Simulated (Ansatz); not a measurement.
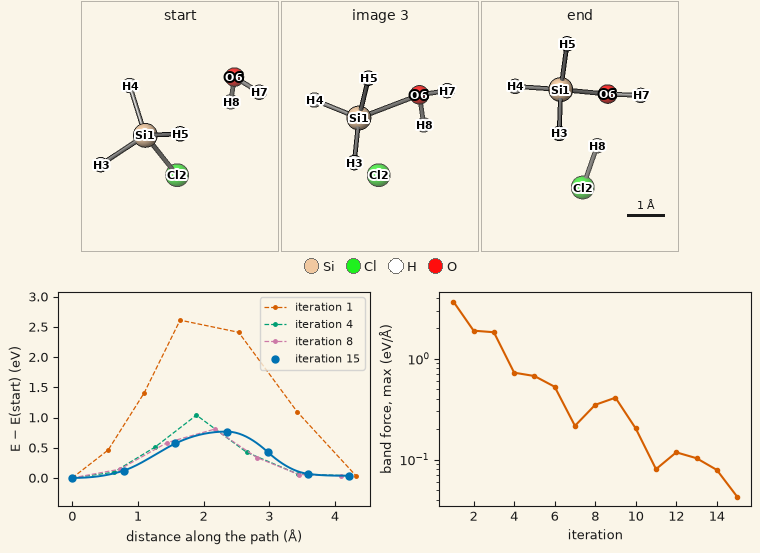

A search for the minimum-energy path of SiH$_{5}$OCl, made up at the start of SiH$_{3}$Cl and H2O by the nudged elastic band. Images are numbered from 0 (start) to 6 (end). The plot follows the band through its iterations. A ball-and-stick model, seen from a free direction.

The calculation used RKS PBE/def2-SVP in Ansatz. Run with 5 movable images; climbing image; force threshold 0.05 eV/Å; iteration limit 60; starting path through a guess of the saddle point.

Question: How did the profile develop, and is the result final?

Answer: The result is final at these settings. The band converged in 15 iterations. The largest component of the band force went from 3.7 to 0.043 eV/Å. The climbing image converged on the top of the path. Its vibrational analysis gives one imaginary mode (188i cm⁻¹), as a transition state must have. The first iteration put the highest image at 2.61 eV. Forward barrier 0.77 eV, backward barrier 0.73 eV, with image 3 at the top; the reaction energy is +0.04 eV.

Limits of the set-up: the start holds two separate molecules, 2.5 Å apart at their closest, whose relative position is a soft coordinate and is computed without a dispersion correction.

The run took 2.4 min on 1 thread of Arm Neoverse V1 (shared host), peak memory 0.15 GiB.
